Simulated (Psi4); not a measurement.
# C3H2Cl (SMILES C#C[CH]Cl): U-wB97M-V/aug-cc-pVDZ

Aim: the vertical ionisation energy of C3H2Cl at U-wB97M-V/aug-cc-pVDZ, from 2 runs. 

The calculation is run with Psi4 1.11.

1 further run of the same task is left out (set aside as unsound or not needed).

### Step 1. The molecule

C3H2Cl has 6 atoms, charge 0, and is taken as a doublet. As SMILES, `C#C[CH]Cl`. The shape is that of a GFN2-xTB optimisation.

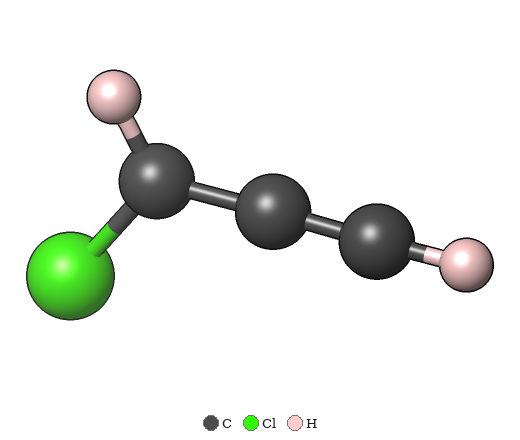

Viewed from a chosen angle; carbon dark grey, chlorine green, hydrogen pink.

### Step 2. A single-point energy at U-wB97M-V/aug-cc-pVDZ

run.py reads:

```python
import psi4

psi4.set_memory('1600 MB')
psi4.set_num_threads(1)
psi4.set_output_file('run.log', False)

geom = psi4.geometry("""
0 2
C      0.064450     1.332960    -0.809670
C      0.074570     0.327700    -0.124800
C      0.061960    -0.809900     0.618470
Cl    -0.961050    -2.116460     0.213530
H      0.074990     2.210830    -1.382260
H      0.685080    -0.945130     1.484720
symmetry c1
""")

psi4.set_options({
    'basis': 'aug-cc-pVDZ',
    'reference': 'uks',
    'puream': True,
    'e_convergence': 1e-09,
    'd_convergence': 1e-08,
    'scf_type': 'pk',
    'dft_radial_points': 99,
    'dft_spherical_points': 590,
    'maxiter': 200,
})

energy_value, wavefunction = psi4.energy("WB97M-V", return_wfn=True)
print(f'WB97M-V energy: {energy_value:.10f} Eh')
```

Command:

```sh
$ python run.py
```

run.log:

```text
[...]
  Running in c1 symmetry.
[...]
  Nuclear repulsion =  119.776567227994761
[...]
  Multiplicity = 2
[...]
  Nalpha       = 19
  Nbeta        = 18
[...]
    Number of basis functions: 114
[...]
   @UKS iter   1:  -575.38344074951567   -5.23761e-01   4.28929e-03 ADIIS/DIIS
[...]
   @UKS iter  16:  -575.54467781587300   -1.12550e-11   6.88768e-09 DIIS
[...]
   @S^2 Observed:                7.716792445E-01
[...]
    Orbital Energies [Eh]
    ---------------------
    Alpha Occupied:
       1A   -101.908810     2A    -10.445503     3A    -10.387987
       4A    -10.385487     5A     -9.673334     6A     -7.377501
       7A     -7.370369     8A     -7.368214     9A     -1.024162
      10A     -0.914309    11A     -0.818236    12A     -0.668506
      13A     -0.619989    14A     -0.574054    15A     -0.510577
      16A     -0.428906    17A     -0.428704    18A     -0.399311
      19A     -0.300992
    Alpha Virtual:
      20A      0.016142    21A      0.025480    22A      0.045972
      23A      0.060365    24A      0.073820    25A      0.074293
[...]
  @UKS Final Energy:  -575.54467781587300
   => Energetics <=
    Nuclear Repulsion Energy =            119.7765672279947609
    One-Electron Energy =               -1026.7959646567906020
    Two-Electron Energy =                 365.0624286883080458
    DFT Exchange-Correlation Energy =     -33.7380285937763276
    Empirical Dispersion Energy =           0.0000000000000000
    VV10 Nonlocal Energy =                  0.1503195183911495
    Total Energy =                       -575.5446778158730012
[...]
 Multipole Moments:
 ------------------------------------------------------------------------------------
     Multipole            Electronic (a.u.)      Nuclear  (a.u.)        Total (a.u.)
 ------------------------------------------------------------------------------------
 L = 1.  Multiply by 2.5417464519 to convert [e a0] to [Debye]
 Dipole X            :         -1.7439307            1.9923611            0.2484303
 Dipole Y            :         -3.5774934            3.9460365            0.3685431
 Dipole Z            :          0.2126572           -0.1490897            0.0635675
 Magnitude           :                                                    0.4489794
[...]
```

Standard output:

```text
Memory set to   1.490 GiB by Python driver.
  Threads set to 1 by Python driver.
WB97M-V energy: -575.5446778159 Eh
```

It took 3.8 min on 1 thread of Intel Xeon Platinum 8488C (Sapphire Rapids), shared host; peak memory 0.9 GiB.

### Step 3. The singlet cation at the same level

calc.dat reads:

```
memory 1600 mb

molecule geom {
  1 1
  C      0.064450     1.332960    -0.809670
  C      0.074570     0.327700    -0.124800
  C      0.061960    -0.809900     0.618470
  Cl    -0.961050    -2.116460     0.213530
  H      0.074990     2.210830    -1.382260
  H      0.685080    -0.945130     1.484720
  symmetry c1
  no_reorient
  no_com
}

set {
  basis                aug-cc-pVDZ
  reference            rks
  puream               true
  e_convergence        1e-09
  d_convergence        1e-08
  scf_type             pk
  dft_radial_points    99
  dft_spherical_points 590
}

e_tot, wfn = energy('wb97m-v', return_wfn=True)
```

Command:

```sh
$ psi4 -n 1 calc.dat calc.out
```

calc.out:

```text
[...]
  Running in c1 symmetry.
[...]
  Nuclear repulsion =  119.776567227994761
[...]
  Multiplicity = 1
[...]
  Nalpha       = 18
  Nbeta        = 18
[...]
    Number of basis functions: 114
[...]
   @RKS iter   1:  -575.12492163387321   -2.65242e-01   3.54718e-03 DIIS/ADIIS
[...]
   @RKS iter  13:  -575.23927488901109   -5.68434e-12   3.90718e-09 DIIS
[...]
    Orbital Energies [Eh]
    ---------------------
    Doubly Occupied:
       1A   -102.163300     2A    -10.754062     3A    -10.665021
       4A    -10.630558     5A     -9.925340     6A     -7.630213
       7A     -7.622975     8A     -7.618640     9A     -1.272851
      10A     -1.164976    11A     -1.066896    12A     -0.911693
      13A     -0.869664    14A     -0.820328    15A     -0.738511
      16A     -0.661532    17A     -0.643729    18A     -0.640251
[...]
  @RKS Final Energy:  -575.23927488901109
   => Energetics <=
    Nuclear Repulsion Energy =            119.7765672279947609
    One-Electron Energy =               -1017.4403146631464097
    Two-Electron Energy =                 355.8426017040196712
    DFT Exchange-Correlation Energy =     -33.5659203696060544
    Empirical Dispersion Energy =           0.0000000000000000
    VV10 Nonlocal Energy =                  0.1477912117269246
    Total Energy =                       -575.2392748890110852
[...]
 Multipole Moments:
 ------------------------------------------------------------------------------------
     Multipole            Electronic (a.u.)      Nuclear  (a.u.)        Total (a.u.)
 ------------------------------------------------------------------------------------
 L = 1.  Multiply by 2.5417464519 to convert [e a0] to [Debye]
 Dipole X            :         27.0192099          -27.1589549           -0.1397450
 Dipole Y            :         55.6179117          -55.9539591           -0.3360474
 Dipole Z            :         -3.4207485            3.4704253            0.0496768
 Magnitude           :                                                    0.3673204
[...]
```

Wall time 3 min (1 thread of Intel Xeon Platinum 8488C (Sapphire Rapids), shared host); peak memory 0.91 GiB.

### Step 4. Results

At U-wB97M-V/aug-cc-pVDZ:

```
                                          quantity          value
                      doublet C3H2Cl: total energy  -575.54468 Eh
                     doublet C3H2Cl: dipole moment         1.14 D
doublet C3H2Cl: HOMO energy (highest over α and β)       -8.19 eV
 doublet C3H2Cl: LUMO energy (lowest over α and β)       -0.86 eV
                              doublet C3H2Cl: ⟨S²⟩          0.772
                      singlet cation: total energy  -575.23927 Eh
                       singlet cation: HOMO energy      -17.42 eV
                       singlet cation: LUMO energy       -8.41 eV
                     singlet cation: HOMO–LUMO gap        9.01 eV
vertical ionisation energy (to the singlet cation)       8.310 eV
```

In words: The vertical ionisation energy comes to 8.31 eV (192 kcal/mol). Only the singlet of the ionised species was computed; a triplet could lie lower.
